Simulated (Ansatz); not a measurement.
# Geometry relaxation, with input and output: WH₂OF₆ (part 2 of 2)

WH₂OF₆; RKS PBE0-D4/def2-SVP (Ansatz 0.2.0). It belongs to a series of runs on one base structure; here: end point B relaxed.

Geometry of the input (Å):
```
W  0.3000  0.2628  -0.2838
F  -0.2824  -0.2839  2.6690
F  1.9428  -0.0008  -1.1172
F  0.1810  1.9137  -1.1241
F  -1.3591  0.5824  0.4318
F  0.3533  -1.4539  0.3684
F  -0.4212  -0.4195  -1.8417
O  1.3268  1.0757  1.0998
H  2.2063  1.4702  1.0228
H  0.3045  0.3809  2.9277
```

### Trajectory as extended XYZ (Å, eV, eV/Å), 9 frames, from step=1 to step=9
```
10
Properties=species:S:1:pos:R:3:forces:R:3 step=1 energy=-20181.37900
W     0.3000    0.2628   -0.2838    0.6155   0.4977   0.4980
F    -0.2824   -0.2839    2.6690   -0.0536  -0.0420   0.2658
F     1.9428   -0.0008   -1.1172   -0.0203  -0.0079  -0.0071
F     0.1810    1.9137   -1.1241    0.0038  -0.0186  -0.0053
F    -1.3591    0.5824    0.4318   -0.0019  -0.0009   0.0026
F     0.3533   -1.4539    0.3684   -0.0011  -0.0025   0.0069
F    -0.4212   -0.4195   -1.8417    0.0142   0.0206   0.0071
O     1.3268    1.0757    1.0998   -0.5453  -0.4658  -0.7139
H     2.2063    1.4702    1.0228   -0.0522   0.0047   0.0252
H     0.3045    0.3809    2.9277    0.0408   0.0147  -0.0792
10
Properties=species:S:1:pos:R:3:forces:R:3 step=2 energy=-20181.40952
W     0.3099    0.2700   -0.3076   -0.0240   0.0411  -0.2926
F    -0.3254   -0.2952    2.8586    1.3209   1.3043   0.1192
F     1.9544    0.0046   -1.1361    0.0152   0.0157   0.0581
F     0.1952    1.9220   -1.1452    0.0236   0.0066   0.0478
F    -1.3480    0.5833    0.4141    0.0389  -0.0287   0.0716
F     0.3530   -1.4438    0.3538   -0.0115   0.0228   0.0724
F    -0.4032   -0.4060   -1.8711   -0.0360  -0.0277  -0.0392
O     1.2938    1.0499    1.0811   -0.0480  -0.0871  -0.0592
H     2.1656    1.4643    1.0267   -0.0049   0.0234   0.1243
H     0.3567    0.3786    2.8783   -1.2741  -1.2703  -0.1022
10
Properties=species:S:1:pos:R:3:forces:R:3 step=3 energy=-20181.44806
W     0.3067    0.2681   -0.3346   -0.0135   0.0359  -0.4179
F    -0.2992   -0.2571    2.9999    1.0644   0.9876  -0.2572
F     1.9631    0.0129   -1.1417   -0.0275   0.0130   0.0800
F     0.2015    1.9300   -1.1527    0.0121  -0.0300   0.0719
F    -1.3520    0.5697    0.3902    0.0406  -0.0369   0.0826
F     0.3427   -1.4458    0.3275   -0.0234   0.0177   0.0786
F    -0.3930   -0.3980   -1.9091   -0.0170  -0.0095   0.0199
O     1.2631    1.0241    1.0848    0.0083  -0.0344   0.0080
H     2.1340    1.4450    1.0701   -0.0322   0.0003   0.1212
H     0.3851    0.3786    2.8183   -1.0118  -0.9437   0.2129
10
Properties=species:S:1:pos:R:3:forces:R:3 step=4 energy=-20181.47345
W     0.3127    0.2710   -0.3797   -0.1677  -0.1725   0.5526
F    -0.2828   -0.2228    3.0410    0.4173   0.3686  -0.0966
F     1.9823    0.0129   -1.1376    0.0871  -0.0291  -0.1464
F     0.1957    1.9483   -1.1440   -0.0330   0.1084  -0.1459
F    -1.3167    0.5454    0.4231    0.0042   0.0321  -0.1056
F     0.3360   -1.4254    0.3347    0.0190  -0.0147  -0.1103
F    -0.4037   -0.4028   -1.9359   -0.0233  -0.0212  -0.1724
O     1.2413    1.0007    1.0715   -0.0807  -0.0006   0.0608
H     2.1067    1.4217    1.1057    0.1590   0.0699   0.0950
H     0.3804    0.3787    2.7739   -0.3819  -0.3409   0.0686
10
Properties=species:S:1:pos:R:3:forces:R:3 step=5 energy=-20181.48702
W     0.3224    0.2579   -0.3931   -0.1405  -0.0439  -0.0337
F    -0.2829   -0.1070    3.1698    0.2406   0.1895  -0.1555
F     1.9766    0.0468   -1.2018    0.0284   0.0233   0.0131
F     0.1657    1.9468   -1.1349    0.0196  -0.0182   0.0178
F    -1.3032    0.4914    0.4257   -0.0286  -0.0075  -0.0219
F     0.3822   -1.4707    0.2375   -0.0009  -0.0002  -0.0035
F    -0.4173   -0.3793   -1.9594    0.0145   0.0046  -0.0013
O     1.2404    0.9530    1.0800    0.8395   0.3787   0.1491
H     2.1285    1.3594    1.1960   -0.7819  -0.3687  -0.0647
H     0.3395    0.4293    2.7328   -0.1906  -0.1576   0.1007
10
Properties=species:S:1:pos:R:3:forces:R:3 step=6 energy=-20181.49895
W     0.3143    0.2526   -0.4031    0.0742  -0.0146  -0.0397
F    -0.2579   -0.0346    3.2354   -0.0275  -0.0290   0.0050
F     1.9830    0.0915   -1.1985   -0.0277  -0.0071  -0.0056
F     0.1313    1.9549   -1.1042   -0.0157  -0.0155   0.0090
F    -1.3143    0.4468    0.4192   -0.0273   0.0077   0.0088
F     0.3886   -1.4882    0.1943   -0.0060   0.0060  -0.0105
F    -0.3866   -0.3676   -1.9933    0.0120   0.0098   0.0264
O     1.2414    0.9212    1.0794    0.0214   0.0337   0.0467
H     2.1362    1.2710    1.1977   -0.0866  -0.0503   0.0249
H     0.3159    0.4799    2.7256    0.0832   0.0593  -0.0650
10
Properties=species:S:1:pos:R:3:forces:R:3 step=7 energy=-20181.50295
W     0.3088    0.2479   -0.4038   -0.0295  -0.0149  -0.0536
F    -0.2289    0.0042    3.2137   -0.0079  -0.0056   0.0360
F     1.9833    0.1037   -1.1900   -0.0238   0.0065   0.0321
F     0.1152    1.9553   -1.0887   -0.0007  -0.0187   0.0090
F    -1.3280    0.4269    0.4076    0.0162  -0.0060  -0.0201
F     0.3837   -1.4996    0.1745    0.0019   0.0202  -0.0097
F    -0.3723   -0.3615   -2.0064   -0.0004   0.0044   0.0323
O     1.2176    0.9058    1.0953   -0.0137   0.0054   0.0207
H     2.1158    1.2286    1.2384    0.0641   0.0142   0.0065
H     0.3568    0.5165    2.7120   -0.0062  -0.0055  -0.0533
10
Properties=species:S:1:pos:R:3:forces:R:3 step=8 energy=-20181.50420
W     0.3089    0.2475   -0.4079   -0.0219  -0.0031  -0.0092
F    -0.2142    0.0337    3.2411    0.1250   0.1161  -0.1288
F     1.9858    0.1152   -1.1885   -0.0136   0.0015  -0.0017
F     0.1039    1.9582   -1.0795    0.0004  -0.0181  -0.0012
F    -1.3264    0.4130    0.4098    0.0190   0.0012  -0.0098
F     0.3890   -1.5023    0.1626    0.0042   0.0088  -0.0101
F    -0.3710   -0.3589   -2.0109    0.0051   0.0019   0.0066
O     1.2166    0.8966    1.0971    0.0153   0.0210   0.0292
H     2.1199    1.2024    1.2540   -0.0094  -0.0128  -0.0029
H     0.3393    0.5223    2.6748   -0.1242  -0.1165   0.1278
10
Properties=species:S:1:pos:R:3:forces:R:3 step=9 energy=-20181.50472
W     0.3083    0.2477   -0.4069   -0.0022   0.0119  -0.0258
F    -0.2167    0.0410    3.2412    0.0221   0.0214  -0.0232
F     1.9845    0.1184   -1.1892   -0.0039   0.0033   0.0039
F     0.1015    1.9575   -1.0794    0.0013  -0.0071   0.0021
F    -1.3273    0.4120    0.4091    0.0063  -0.0018   0.0023
F     0.3914   -1.5028    0.1602    0.0008  -0.0026   0.0012
F    -0.3695   -0.3587   -2.0107   -0.0017  -0.0032   0.0052
O     1.2167    0.8962    1.0987   -0.0075   0.0027   0.0078
H     2.1216    1.1970    1.2539    0.0079  -0.0039   0.0014
H     0.3414    0.5194    2.6757   -0.0232  -0.0206   0.0250
```

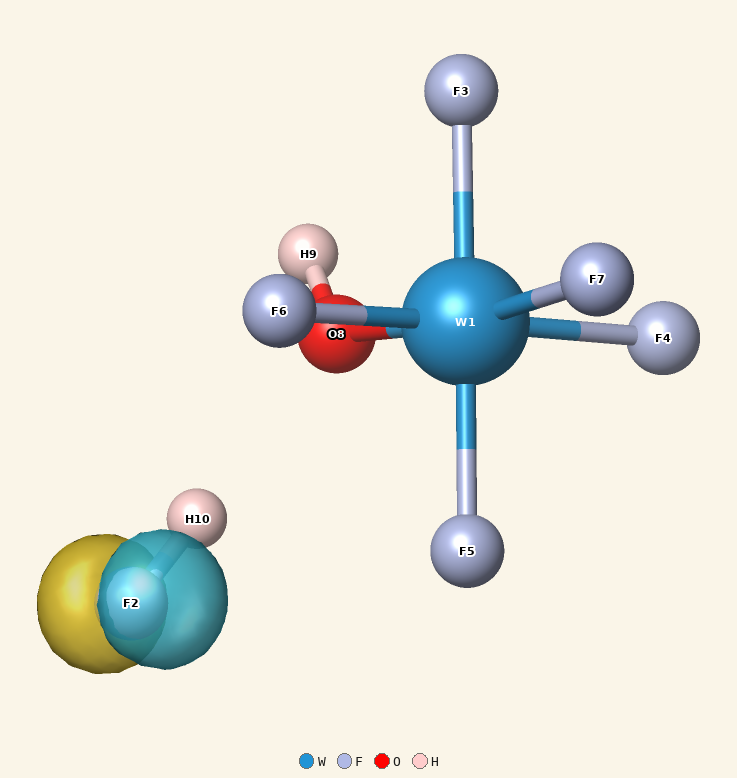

Figure 1. One frontier orbital at ±0.4 Å⁻³ᐟ² (yellow and cyan are the two phases), seen at an oblique angle. The HOMO−1, at −10.74 eV.

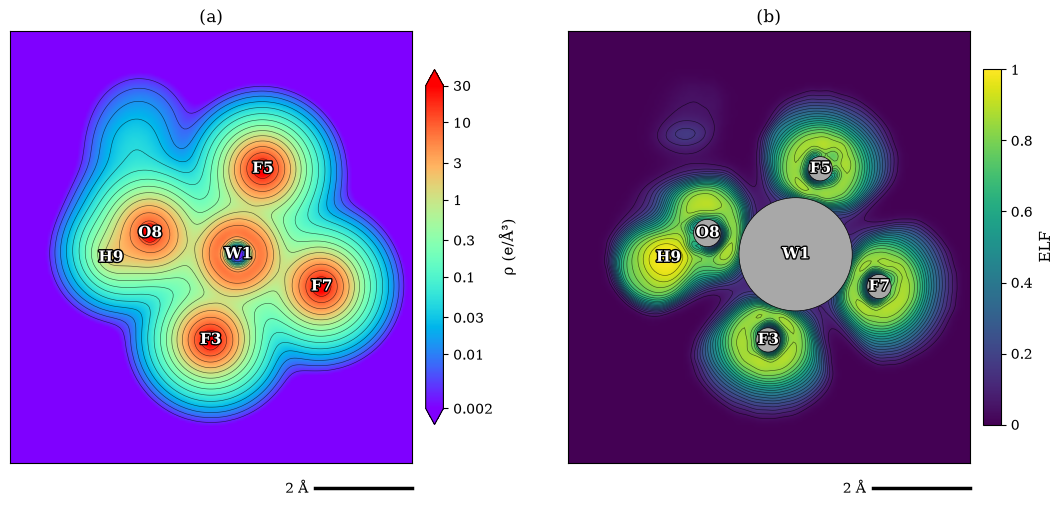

Figure 2. (a) total electron density; (b) ELF on the plane of atoms F5, W1 and O8. Grey discs, where drawn, cover atomic cores. Atoms in the plane: W, F, O and H. W–F (1.84 Å): ρ is about 1.2 e/Å³ halfway; the ELF peaks at about 0.85 in the valence shell of F, 0.5 Å from its nucleus, and drops to about 0.25 between the two atoms. W–O (1.87 Å): ρ at the midpoint is about 1.1 e/Å³; the ELF peaks at about 0.85 in the valence shell of O, 0.5 Å from its nucleus, and drops to about 0.25 between the two atoms. O–H (0.97 Å): ρ at the midpoint is about 3.7 e/Å³, with its minimum of 2.3 e/Å³ about 0.8 Å from O; the ELF climbs to about 1 towards the hydrogen, as it does in any bond to H; a covalent bond by its length.

### Summary

| quantity | value |
| --- | --- |
| outcome | converged |
| total energy | −20181.5048 eV |
| mean-field energy | −20181.3185 eV |
| largest force (length of the vector) at the end | 0.040 eV/Å |
| wall time | 33 s (CPU time 2.1 min) |
| peak memory | 0.43 GiB |
